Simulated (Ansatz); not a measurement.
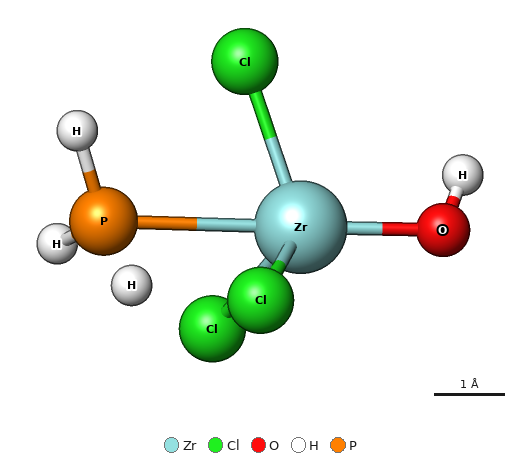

The starting structure (ball-and-stick view, seen at a tilt). Sticks mark near contacts. Bond lengths as drawn: Cl–Zr 2.52 to 2.87 Å, H–O 1.01 Å, H–P 1.42 Å, O–Zr 2.07 Å and P–Zr 2.87 Å.

## Run report: ZrPH₄Cl₃O, geometry relaxation (part 1 of 2)

ZrPH₄Cl₃O, computed with RKS PBE0-D4/def2-SVP (Ansatz 0.2.0).

The input holds or restrains some coordinates. It belongs to a series of runs on one base structure; here: pulled along the bonds that form and break, towards end B.

**What the program printed**
```
The last accepted step is kept in [file] (removed where the run ends without a failure and the disk answers)
Engine: ansatz 0.2.0, aarch64-unknown-linux-gnu
Functional definition: PBE0
  parameter a = 0.25
  parameter kappa = 0.804
  parameter beta = 0.06672455060314922
  exchange = (1 - a)*pbe_x(kappa = kappa, mu = beta*pi^2/3) + a*exact_x
  correlation = pbe_c(beta = beta)
1397 factors; integrals over basis functions are off by at most 3.3e-4 eV
mean field evaluation 1: about -50210.0910 eV, gradient 5.8e1 eV
mean field evaluation 2: about -50022.1190 eV, gradient 2.7e2 eV
mean field evaluation 4: about -50216.8146 eV, gradient 1.8e1 eV
mean field evaluation 8: about -50217.7775 eV, gradient 4.5e-1 eV
mean field evaluation 16: about -50217.7782 eV, gradient 1.9e-4 eV
mean field -50217.77816258 eV, -1845.4693086424 hartree, gradient 4.7e-5 eV, S^2 0.000000; 0 other end points of the search recorded, 0 dependent functions left out
the calculation of the forces begins
reference -50217.77822607 eV, -1845.4693109754 hartree; 45, 45 occupied and 92, 92 virtual orbitals, 1397 factors
relax step   1: F+E_penalty+E_count = -50218.10845412 eV  Δ(F+E_penalty+E_count) = +0.000e0 eV  max|allowed force component| = 2.809e0 eV/Å  E_restraint = 24.61485849 eV  max|allowed force component, restraints' pulls added| = 2.702e1 eV/Å  Δτ_max = 0.0000 Å  (31 SCF iters, accepted)
  distance Zr 0 - P 6 = 2.8700 Å
  distance H 9 - Cl 1 = 1.7038 Å
  distance Zr 0 - Cl 1 = 2.8700 Å
  distance H 9 - P 6 = 1.7732 Å
these checks for a lower state are left out or cut short: starts, cluster_reference, orbital_swaps, neighbouring_geometries, increment
1397 factors; integrals over basis functions are off by at most 4.5e-4 eV
mean field -50218.15116361 eV, -1845.4830161774 hartree, gradient 1.1e-5 eV, S^2 0.000000; 0 other end points of the search recorded, 0 dependent functions left out
[... from here on the field's lines of each further geometry are left out, up to the last ...]
relax step   2: F+E_penalty+E_count = -50218.47695962 eV  Δ(F+E_penalty+E_count) = -3.685e-1 eV  max|allowed force component| = 2.127e0 eV/Å  E_restraint = 10.74606224 eV  max|allowed force component, restraints' pulls added| = 1.681e1 eV/Å  Δτ_max = 0.1948 Å  (41 SCF iters, accepted)
relax step   3: F+E_penalty+E_count = -50218.71206132 eV  Δ(F+E_penalty+E_count) = -2.351e-1 eV  max|allowed force component| = 3.335e0 eV/Å  E_restraint = 3.13718049 eV  max|allowed force component, restraints' pulls added| = 7.905e0 eV/Å  Δτ_max = 0.1948 Å  (40 SCF iters, accepted)
relax step   4: F+E_penalty+E_count = -50219.26134525 eV  Δ(F+E_penalty+E_count) = -5.493e-1 eV  max|allowed force component| = 2.951e0 eV/Å  E_restraint = 0.29875435 eV  max|allowed force component, restraints' pulls added| = 2.096e0 eV/Å  Δτ_max = 0.1944 Å  (38 SCF iters, accepted)
relax step   5: F+E_penalty+E_count = -50220.02446588 eV  Δ(F+E_penalty+E_count) = -7.631e-1 eV  max|allowed force component| = 1.663e0 eV/Å  E_restraint = 0.06523683 eV  max|allowed force component, restraints' pulls added| = 1.031e0 eV/Å  Δτ_max = 0.1913 Å  (37 SCF iters, accepted)
relax step   6: F+E_penalty+E_count = -50220.47804458 eV  Δ(F+E_penalty+E_count) = -4.536e-1 eV  max|allowed force component| = 1.287e0 eV/Å  E_restraint = 0.02835470 eV  max|allowed force component, restraints' pulls added| = 7.480e-1 eV/Å  Δτ_max = 0.1997 Å  (39 SCF iters, accepted)
relax step   7: F+E_penalty+E_count = -50220.77744235 eV  Δ(F+E_penalty+E_count) = -2.994e-1 eV  max|allowed force component| = 1.311e0 eV/Å  E_restraint = 0.01998816 eV  max|allowed force component, restraints' pulls added| = 5.433e-1 eV/Å  Δτ_max = 0.1950 Å  (34 SCF iters, accepted)
relax step   8: F+E_penalty+E_count = -50221.00363169 eV  Δ(F+E_penalty+E_count) = -2.262e-1 eV  max|allowed force component| = 1.204e0 eV/Å  E_restraint = 0.02243550 eV  max|allowed force component, restraints' pulls added| = 2.805e-1 eV/Å  Δτ_max = 0.1950 Å  (34 SCF iters, accepted)
relax step   9: F+E_penalty+E_count = -50221.14871908 eV  Δ(F+E_penalty+E_count) = -1.451e-1 eV  max|allowed force component| = 1.179e0 eV/Å  E_restraint = 0.02503693 eV  max|allowed force component, restraints' pulls added| = 2.607e-1 eV/Å  Δτ_max = 0.1949 Å  (34 SCF iters, accepted)
relax step  10: F+E_penalty+E_count = -50221.20446310 eV  Δ(F+E_penalty+E_count) = -5.574e-2 eV  max|allowed force component| = 1.322e0 eV/Å  E_restraint = 0.01906717 eV  max|allowed force component, restraints' pulls added| = 4.168e-1 eV/Å  Δτ_max = 0.1959 Å  (29 SCF iters, accepted)
relax step  11: F+E_penalty+E_count = -50221.24772130 eV  Δ(F+E_penalty+E_count) = -4.326e-2 eV  max|allowed force component| = 1.490e0 eV/Å  E_restraint = 0.01328065 eV  max|allowed force component, restraints' pulls added| = 8.491e-1 eV/Å  Δτ_max = 0.1961 Å  (31 SCF iters, accepted)
relax step  12: F+E_penalty+E_count = -50221.30684635 eV  Δ(F+E_penalty+E_count) = -5.913e-2 eV  max|allowed force component| = 1.411e0 eV/Å  E_restraint = 0.01302435 eV  max|allowed force component, restraints' pulls added| = 7.108e-1 eV/Å  Δτ_max = 0.1945 Å  (31 SCF iters, accepted)
relax step  13: F+E_penalty+E_count = -50221.36602527 eV  Δ(F+E_penalty+E_count) = -5.918e-2 eV  max|allowed force component| = 1.384e0 eV/Å  E_restraint = 0.01491028 eV  max|allowed force component, restraints' pulls added| = 6.547e-1 eV/Å  Δτ_max = 0.1951 Å  (32 SCF iters, accepted)
relax step  14: F+E_penalty+E_count = -50221.41537951 eV  Δ(F+E_penalty+E_count) = -4.935e-2 eV  max|allowed force component| = 1.287e0 eV/Å  E_restraint = 0.01603325 eV  max|allowed force component, restraints' pulls added| = 5.209e-1 eV/Å  Δτ_max = 0.1951 Å  (33 SCF iters, accepted)
relax step  15: F+E_penalty+E_count = -50221.45311324 eV  Δ(F+E_penalty+E_count) = -3.773e-2 eV  max|allowed force component| = 1.420e0 eV/Å  E_restraint = 0.01239669 eV  max|allowed force component, restraints' pulls added| = 7.463e-1 eV/Å  Δτ_max = 0.1958 Å  (32 SCF iters, accepted)
relax step  16: F+E_penalty+E_count = -50221.51076905 eV  Δ(F+E_penalty+E_count) = -5.766e-2 eV  max|allowed force component| = 1.254e0 eV/Å  E_restraint = 0.01407933 eV  max|allowed force component, restraints' pulls added| = 4.307e-1 eV/Å  Δτ_max = 0.1998 Å  (31 SCF iters, accepted)
relax step  17: F+E_penalty+E_count = -50221.57065773 eV  Δ(F+E_penalty+E_count) = -5.989e-2 eV  max|allowed force component| = 1.157e0 eV/Å  E_restraint = 0.02197498 eV  max|allowed force component, restraints' pulls added| = 5.544e-1 eV/Å  Δτ_max = 0.1909 Å  (33 SCF iters, accepted)
relax step  18: F+E_penalty+E_count = -50221.62805908 eV  Δ(F+E_penalty+E_count) = -5.740e-2 eV  max|allowed force component| = 9.690e-1 eV/Å  E_restraint = 0.02584250 eV  max|allowed force component, restraints' pulls added| = 1.924e-1 eV/Å  Δτ_max = 0.1919 Å  (32 SCF iters, accepted)
relax step  19: F+E_penalty+E_count = -50221.65350324 eV  Δ(F+E_penalty+E_count) = -2.544e-2 eV  max|allowed force component| = 1.086e0 eV/Å  E_restraint = 0.10172221 eV  max|allowed force component, restraints' pulls added| = 1.569e0 eV/Å  Δτ_max = 0.1951 Å  (32 SCF iters, rejected (line search))
relax step  20: F+E_penalty+E_count = -50221.65485781 eV  Δ(F+E_penalty+E_count) = -2.680e-2 eV  max|allowed force component| = 9.876e-1 eV/Å  E_restraint = 0.02377870 eV  max|allowed force component, restraints' pulls added| = 1.432e-1 eV/Å  Δτ_max = 0.0976 Å  (32 SCF iters, accepted)
relax step  21: F+E_penalty+E_count = -50221.67351236 eV  Δ(F+E_penalty+E_count) = -1.865e-2 eV  max|allowed force component| = 1.046e0 eV/Å  E_restraint = 0.02109415 eV  max|allowed force component, restraints' pulls added| = 2.260e-1 eV/Å  Δτ_max = 0.0975 Å  (32 SCF iters, accepted)
relax step  22: F+E_penalty+E_count = -50221.68394111 eV  Δ(F+E_penalty+E_count) = -1.043e-2 eV  max|allowed force component| = 1.157e0 eV/Å  E_restraint = 0.01619398 eV  max|allowed force component, restraints' pulls added| = 3.450e-1 eV/Å  Δτ_max = 0.1498 Å  (33 SCF iters, accepted)
the calculation of the forces begins
reference -50221.39524682 eV, -1845.6022340363 hartree; 45, 45 occupied and 92, 92 virtual orbitals, 1393 factors
relax step  23: F+E_penalty+E_count = -50221.70951543 eV  Δ(F+E_penalty+E_count) = -2.557e-2 eV  max|allowed force component| = 1.009e0 eV/Å  E_restraint = 0.02028146 eV  max|allowed force component, restraints' pulls added| = 1.130e-1 eV/Å  Δτ_max = 0.1999 Å  (31 SCF iters, accepted)
  distance Zr 0 - P 6 = 2.5803 Å
  distance H 9 - Cl 1 = 1.3351 Å
  distance Zr 0 - Cl 1 = 3.7210 Å
  distance H 9 - P 6 = 2.6147 Å
1393 factors; integrals over basis functions are off by at most 1.1e-3 eV
mean field evaluation 192: about -50221.3952 eV, gradient 1.0e-1 eV
```

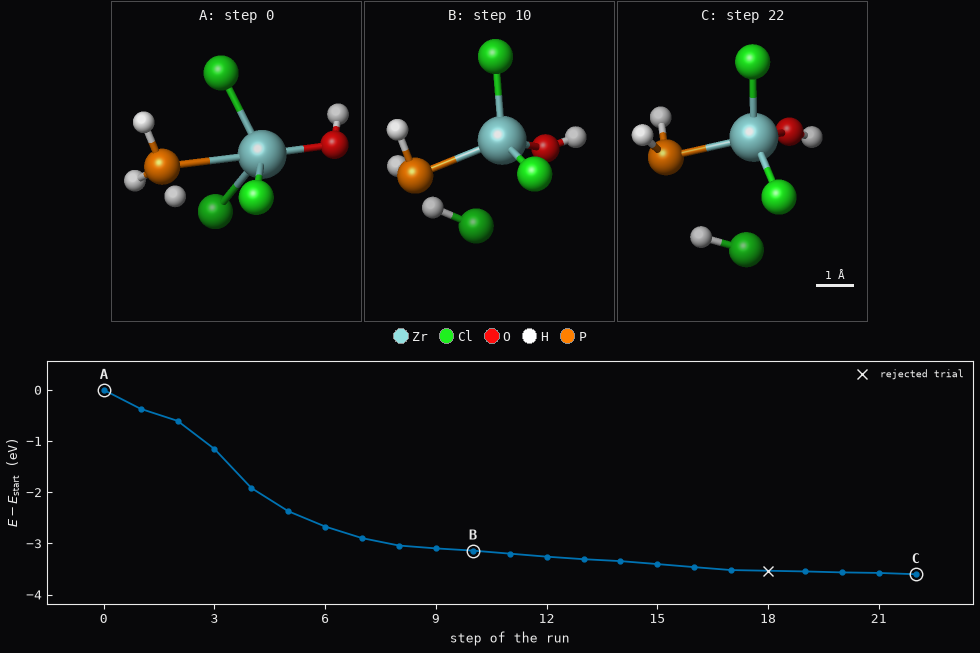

Frames of the restrained relaxation (ball-and-stick view, seen at a tilt) above the curves, on which the letters mark them (the first geometry is step 0 here and step 1 in the log).

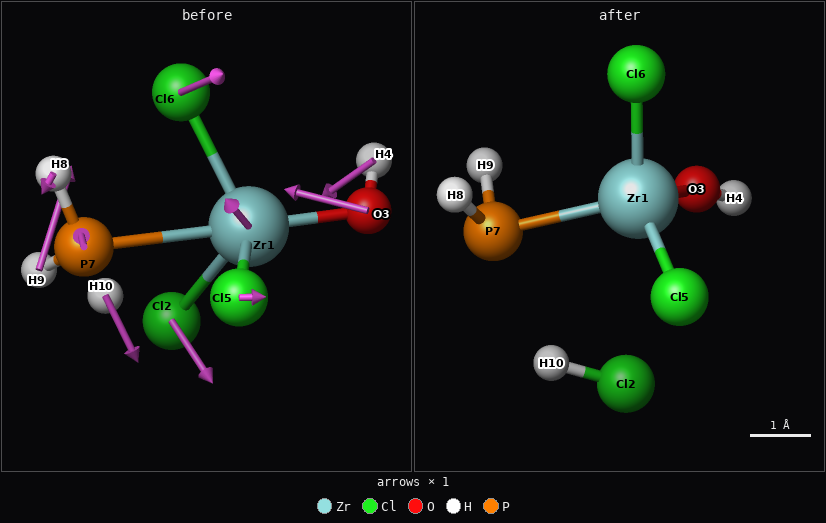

Before (left) and after (right) the restrained relaxation, at one scale (ball-and-stick view, seen at a tilt). The pink arrows give the displacements, at true length. The largest move after the best rigid fit is that of H9, 1.90 Å. By element the largest moves are H 1.90 Å, Cl 1.75 Å, O 1.52 Å, Zr 0.90 Å, P 0.82 Å. Among the contacts that change: Zr1–Cl2 2.870 → 3.721 Å, Cl2–H10 1.704 → 1.335 Å, Zr1–P7 2.870 → 2.580 Å, Zr1–O3 2.070 → 1.884 Å. Bonds break: Zr1–Cl2 (2.87 → 3.72 Å). Among the angles that change: O3–Zr1–P7 178.9° → 106.0°, Zr1–O3–H4 109.5° → 163.3°, Cl5–Zr1–P7 70.0° → 107.6°. After 22 geometry steps the energy has fallen by 3.601 eV. The largest force component goes from 2.8 to 1 eV/Å. The line search rejected the trial step at point 18 (counted from 0) and went back. (Atoms are counted from 1 in the order of the input.)

```
mean field -50221.39518086 eV, -1845.6022316123 hartree, gradient 1.6e-5 eV, S^2 0.000000; 1 other end points of the search recorded, 0 dependent functions left out
the calculation of the forces begins
reference -50221.39524682 eV, -1845.6022340363 hartree; 45, 45 occupied and 92, 92 virtual orbitals, 1393 factors
Total energy: -50221.70958139 eV, -1845.6137856186 hartree
Atom 0 at    -0.673015    -0.154254    -0.539328 Å, force     0.300210     0.016343    -0.214447 eV/Å
Atom 1 at     0.331122     1.307808     2.731732 Å, force    -1.008816    -0.293003     0.083661 eV/Å
Atom 2 at     0.939155    -0.895823     0.093862 Å, force    -0.113001     0.032547    -0.038477 eV/Å
Atom 3 at     1.834026    -1.005521     0.419252 Å, force     0.028703    -0.025164     0.024466 eV/Å
Atom 4 at    -0.685267     2.143632    -1.001700 Å, force    -0.025758     0.003681     0.017189 eV/Å
Atom 5 at    -1.353378    -1.330158    -2.448368 Å, force    -0.002576     0.000725     0.017723 eV/Å
```
